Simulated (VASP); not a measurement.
# Driving VASP from ASE on In2Ag

Do ASE scripts that read In2Ag from different structure formats give one answer, and do several routes find one equilibrium volume? All runs use PBEsol. Left out of this account: 1 further run (fields: a reference on another mesh). The start is a cell from a database of measured crystal structures.

Program: VASP 6.6.1. Level of theory: PBEsol; plane waves and PAW (In_d, Ag). Results are calculated unless marked as measured.

## (1) Set-up

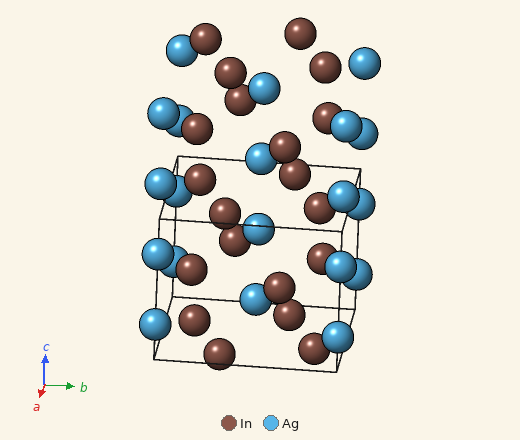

The cell as given, slightly off an axis (indium brown, silver blue). 1×1×2 cells are drawn. This picture shows the conventional cell, with its axes. Some periodic images of atoms are drawn too.

Structure file:

```xyz
6
Lattice="-3.4405 3.4405 2.8100 3.4405 -3.4405 2.8100 3.4405 3.4405 -2.8100" Properties=species:S:1:pos:R:3 pbc="T T T"
In    1.0755    4.5160    0.0000
In    2.3650    1.0755    0.0000
In    2.3650   -1.0755    2.8100
In    1.0755    2.3650    2.8100
Ag    0.0000    0.0000    1.4050
Ag    0.0000    0.0000    4.2150
```

## (2) A single point (PBEsol, through ASE)

A single point through ASE, with the structure read from an extended xyz file.

Input file run.py:

```python
import numpy as np
from ase.calculators.vasp import Vasp
from ase.io import read
from ase.dft.bandgap import bandgap

atoms = read('In2Ag.xyz')

calc = Vasp(
    xc='pbesol',
    pp='PBE',
    prec='Accurate',
    encut=400,
    ediff=1e-06,
    nelm=100,
    ismear=-1,
    sigma=0.05,
    lreal=False,
    algo='Normal',
    nbands=45,
    lasph=True,
    lorbit=11,
    lwave=False,
    lcharg=False,
    kpar=4,
    isif=2,
    pp_version='64',
    setups={'In': '_d', 'Ag': ''},
    kpts=(7, 7, 7),
    gamma=True,
    txt='vasp.out',
)
atoms.calc = calc

print("energy (eV):", round(atoms.get_potential_energy(), 6))
print("Fermi level (eV):", round(calc.get_fermi_level(), 4))
print("forces (eV/A):")
print(np.round(atoms.get_forces(), 4))
print("stress (GPa, Voigt, tension positive):", np.round(atoms.get_stress() * 160.21766, 3))
gap, p1, p2 = bandgap(calc, direct=False)
print("gap on the mesh (eV):", round(gap, 4))
```

Input file In2Ag.xyz:

```xyz
6
Lattice="-3.4405000000 3.4405000000 2.8100000000 3.4405000000 -3.4405000000 2.8100000000 3.4405000000 3.4405000000 -2.8100000000" Properties=species:S:1:pos:R:3 pbc="T T T"
In     1.0755003000      4.5160003000      0.0000000000
In     2.3649997000      1.0755003000      0.0000000000
In     2.3649997000     -1.0755003000      2.8100000000
In     1.0755003000      2.3649997000      2.8100000000
Ag     0.0000000000      0.0000000000      1.4050000000
Ag     0.0000000000      0.0000000000      4.2150000000
```

The projector-augmented-wave data sets are In_d and Ag (PBE family, release 64).

Launch:

```console
$ export ASE_VASP_COMMAND="mpirun -np 4 vasp_std"
$ python run.py
```

The log of the run:

```text
energy (eV): -18.84298
Fermi level (eV): 8.2092
forces (eV/A):
[[-0.0195 -0.0195 -0.    ]
 [ 0.0195 -0.0195 -0.    ]
 [ 0.0195  0.0195  0.    ]
 [-0.0195  0.0195 -0.    ]
 [ 0.     -0.      0.    ]
 [ 0.     -0.      0.    ]]
stress (GPa, Voigt, tension positive): [ 1.381  1.381  1.47   0.    -0.    -0.   ]
gap on the mesh (eV): 0.0
```

Run time: 71 s. Hardware: 4 MPI ranks of Intel Xeon Platinum 8488C (Sapphire Rapids), shared host; peak memory 1.2 GiB; 4.5 min of CPU time.

Lines that name or quote the potential files are left out of all logs, and their timing lines are given in words.

The INCAR that ASE wrote:

```
ENCUT = 400.000000
SIGMA = 0.050000
EDIFF = 1.00e-06
ALGO = Normal
GGA = PS
PREC = Accurate
ISIF = 2
ISMEAR = -1
KPAR = 4
LORBIT = 11
NBANDS = 45
NELM = 100
LASPH = .TRUE.
LCHARG = .FALSE.
LWAVE = .FALSE.
LREAL = .FALSE.
```

The KPOINTS that ASE wrote:

```
KPOINTS created by Atomic Simulation Environment
0
Gamma
7 7 7
0 0 0
```

VASP's own log, vasp.out:

```text
[banner, memory and clock lines left out]
running    4 mpi-ranks, on    1 nodes
 distrk:  each k-point on    1 cores,    4 groups
 distr:  one band on    1 cores,    1 groups

 POSCAR found type information on POSCAR InAg
 POSCAR found :  2 types and       6 ions
|                                                                             |
|               ----> ADVICE to this user running VASP <----                  |
|                                                                             |
|     You enforced a specific xc type in the INCAR file but a different       |
|     [... a line on the potential file left out ...]
|     I HOPE YOU KNOW WHAT YOU ARE DOING!                                     |
|                                                                             |

 LDA part: xc-table for (Slater+PW92), standard interpolation
 POSCAR, INCAR and KPOINTS ok, starting setup
 FFT: planning ... GRIDC
 FFT: planning ... GRID_SOFT
 FFT: planning ... GRID
 WAVECAR not read
 entering main loop
       N       E                     dE             d eps       ncg     rms          rms(c)
DAV:   1     0.723742461806E+03    0.72374E+03   -0.30157E+04  3623   0.191E+03
DAV:   2     0.693907447265E+02   -0.65435E+03   -0.63617E+03  3623   0.504E+02
DAV:   3    -0.164198804062E+02   -0.85811E+02   -0.83518E+02  3857   0.200E+02
DAV:   4    -0.201010223946E+02   -0.36811E+01   -0.36549E+01  4210   0.437E+01
DAV:   5    -0.202298935050E+02   -0.12887E+00   -0.12884E+00  5256   0.698E+00    0.992E+00
DAV:   6    -0.189762949777E+02    0.12536E+01   -0.73214E+00  3905   0.185E+01    0.676E+00
DAV:   7    -0.188862608951E+02    0.90034E-01   -0.52973E-01  4129   0.600E+00    0.343E+00
DAV:   8    -0.188598683459E+02    0.26393E-01   -0.11917E-01  4767   0.299E+00    0.535E-01
DAV:   9    -0.188554296275E+02    0.44387E-02   -0.26316E-02  4496   0.149E+00    0.404E-01
DAV:  10    -0.188552973593E+02    0.13227E-03   -0.23432E-03  4405   0.413E-01    0.178E-01
DAV:  11    -0.188552430271E+02    0.54332E-04   -0.34492E-04  4256   0.150E-01    0.244E-02
DAV:  12    -0.188552476888E+02   -0.46617E-05   -0.53413E-05  4876   0.419E-02    0.120E-02
DAV:  13    -0.188552477974E+02   -0.10859E-06   -0.17779E-06  2887   0.668E-03
   1 F= -.18855248E+02 E0= -.18842980E+02  d E =-.245346E-01
```

Parts of OUTCAR (step 2):

```text
ion  position               nearest neighbor table
   1  0.656  0.156  0.813-   5 2.95   6 2.95   5 2.95   6 2.95   3 3.04   3 3.35   3 3.35   4 3.54
                             2 3.54   2 3.54   4 3.54   4 3.67   2 3.67   2 3.67   4 3.67
   2  0.156  0.344  0.500-   6 2.95   5 2.95   5 2.95   6 2.95   4 3.04   4 3.35   4 3.35   3 3.54
                             1 3.54   1 3.54   3 3.54   1 3.67   3 3.67   1 3.67   3 3.67
   3  0.344  0.844  0.187-   5 2.95   6 2.95   5 2.95   6 2.95   1 3.04   1 3.35   1 3.35   2 3.54
                             4 3.54   4 3.54   2 3.54   2 3.67   4 3.67   4 3.67   2 3.67
   4  0.844  0.656  0.500-   5 2.95   6 2.95   6 2.95   5 2.95   2 3.04   2 3.35   2 3.35   1 3.54
                             1 3.54   3 3.54   3 3.54   1 3.67   3 3.67   3 3.67   1 3.67
   5  0.250  0.250  0.000-   6 2.81   6 2.81   1 2.95   3 2.95   3 2.95   4 2.95   2 2.95   4 2.95
                             1 2.95   2 2.95
   6  0.750  0.750  0.000-   5 2.81   5 2.81   1 2.95   3 2.95   4 2.95   3 2.95   4 2.95   1 2.95
                             2 2.95   2 2.95

  LATTYP: Found a body centered tetragonal cell.
 ALAT       =     6.8810000000
 C/A-ratio  =     0.8167417527

 Subroutine GETGRP returns: Found 16 space group operations
 (whereof  8 operations were pure point group operations)

The static configuration has the point symmetry C_4h.
 The point group associated with its full space group is D_4h.

 Found     40 irreducible k-points:

   k-points           NKPTS =     40   k-points in BZ     NKDIM =     40   number of bands    NBANDS=     45

   dimension x,y,z NGX =    40 NGY =   40 NGZ =   40
   dimension x,y,z NGXF=    80 NGYF=   80 NGZF=   80

   ENCUT  =  400.0 eV  29.40 Ry    5.42 a.u.   9.16  9.16  9.16*2*pi/ulx,y,z

   NELECT =      74.0000    total number of electrons

 k-points in reciprocal lattice and weights: KPOINTS created by Atomic Simulation Env
   0.00000000  0.00000000  0.00000000       0.003
   0.14285714  0.00000000 -0.00000000       0.023
   0.28571429  0.00000000  0.00000000       0.023
   0.42857143  0.00000000  0.00000000       0.023
   0.14285714  0.14285714  0.00000000       0.023
   0.28571429  0.14285714 -0.00000000       0.047
   0.42857143  0.14285714  0.00000000       0.047
  -0.42857143  0.14285714  0.00000000       0.047
  -0.28571429  0.14285714  0.00000000       0.047
[...]
-0.42857143  0.42857143  0.42857143       0.012
  -0.42857143 -0.42857143  0.42857143       0.006

 average (electrostatic) potential at core
       1 -92.9074       2 -92.9074       3 -92.9074       4 -92.9074       5 -71.6266
       6 -71.6266

 E-fermi :   8.2092

 k-point     1 :       0.0000    0.0000    0.0000
  band No.  band energies     occupation
    ...
     35       6.7272      2.00000
     36       7.2497      2.00000
     37       7.5553      2.00000
     38       7.5553      2.00000
     39       7.7047      1.99992
     40       8.3350      0.14925
     41       8.3350      0.14925
     42       8.9174      0.00000
     43      10.4589      0.00000
     44      13.2460      0.00000
    ...

 k-point     2 :       0.1429    0.0000   -0.0000
  band No.  band energies     occupation
    ...
     35       6.3895      2.00000
     36       6.6403      2.00000
     37       7.3414      2.00000
     38       7.5106      2.00000
     39       7.8372      1.99882
     40       9.1354      0.00000
     41       9.4407      0.00000
     42      10.1609      0.00000
     43      11.5141      0.00000
     44      11.9312      0.00000
    ...

 k-point     3 :       0.2857    0.0000    0.0000
  band No.  band energies     occupation
    ...
     33       4.9868      2.00000
     34       5.0356      2.00000
     35       5.7676      2.00000
     36       5.8467      2.00000
     37       7.6815      1.99995
     38       8.7268      0.00006
     39       8.7879      0.00002
     40      10.1163      0.00000
     41      10.1420      0.00000
     42      11.8839      0.00000
    ...

  Total       -1.1468157     -1.1468157     -1.2207224      0.0000000      0.0000000      0.0000000
  in kB      -13.8100345    -13.8100345    -14.7000243      0.0000000      0.0000000      0.0000000
  external PRESSURE =     -14.1066978 kB  Pullay stress =       0.0000000 kB

  energy-cutoff  :      400.00
  volume of cell :      133.05
      direct lattice vectors                 reciprocal lattice vectors
    -3.440500000  3.440500000  2.810000000     0.000000000  0.145327714  0.177935943
     3.440500000 -3.440500000  2.810000000     0.145327714  0.000000000  0.177935943
     3.440500000  3.440500000 -2.810000000     0.145327714  0.145327714  0.000000000

 POSITION                                       TOTAL-FORCE (eV/Angst)
 -----------------------------------------------------------------------------------
      1.07550      4.51600      0.00000        -0.019537     -0.019537     -0.000000
      2.36500      1.07550      0.00000         0.019537     -0.019537     -0.000000
      2.36500     -1.07550      2.81000         0.019537      0.019537      0.000000
      1.07550      2.36500      2.81000        -0.019537      0.019537     -0.000000
      0.00000      0.00000      1.40500         0.000000     -0.000000      0.000000
      0.00000      0.00000      4.21500         0.000000     -0.000000      0.000000
 -----------------------------------------------------------------------------------
    total drift:                               -0.000000     -0.000000     -0.000000

  FREE ENERGIE OF THE ION-ELECTRON SYSTEM (eV)
  ---------------------------------------------------
  free  energy   TOTEN  =       -18.8552477974 eV

  energy  without entropy=      -18.8307131728  energy(sigma->0) =      -18.84298049

 total charge
# of ion       s       p       d       tot
------------------------------------------
    1        0.937   0.557   9.858  11.352
    2        0.937   0.557   9.858  11.352
    3        0.937   0.557   9.858  11.352
    4        0.937   0.557   9.858  11.352
    5        0.440   0.359   9.112   9.910
    6        0.440   0.359   9.112   9.910
--------------------------------------------------
tot          4.628   2.948  57.654  65.230

[... 3 further parts left out ...]
```

The PAW data sets were made with PBE, which is usual practice but a small mismatch for other functionals.

Numbers from this step:

| Item | Value |
| --- | --- |
| SCF cycles | 13 |
| electrons | 74 |
| bands | 45 |
| irreducible k-points | 40 |
| symmetry operations | 16 |
| free energy (TOTEN) | -18.86 eV |
| energy at zero smearing | -18.84 eV |
| Fermi energy | 8.209 eV |
| pressure | -1.411 GPa |
| metallic | yes |

The pressure is -1.41 GPa and the largest force 0.028 eV/Å, so the cell is not at a minimum at these settings.

(Part 1 of 4 ends here.)

[Lines on the potential files, build, host, timing and source positions are cut from VASP's logs without a mark.]

[Logs are printed without paths, hosts, clocks, repeated set-up lines and the standing remarks that a program may print on its own settings, such as how far it seeks lower states.]

[Hosts, paths, dates, database ids (printed as entryN), source tags and the programs' standing remarks are cut or masked in the printed files.]

[A measured line is paired with the nearest computed mode of its activity, which favours agreement.]
